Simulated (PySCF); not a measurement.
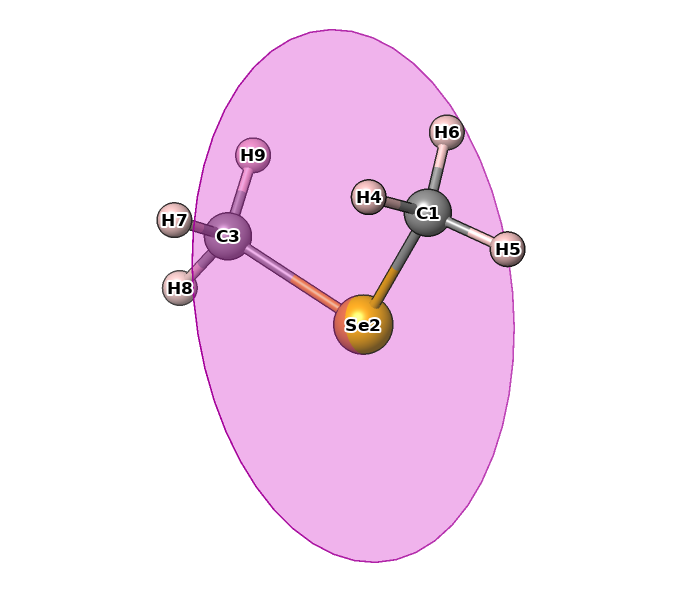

A disc through the centre of mass is drawn in. Depth is shown by fading: the farther an atom, the more it takes the colour of the background. The computed structure is the end point of a PBE0-D3(BJ)/def2-TZVP optimisation. No frequency run is at hand to confirm it as a minimum.

> Is the plane of the disc a mirror plane of the structure?

Yes. The reflection leaves Se2 in place and moves C1 ↔ C3; H4 ↔ H7; H5 ↔ H8; H6 ↔ H9. The point group is C2v.
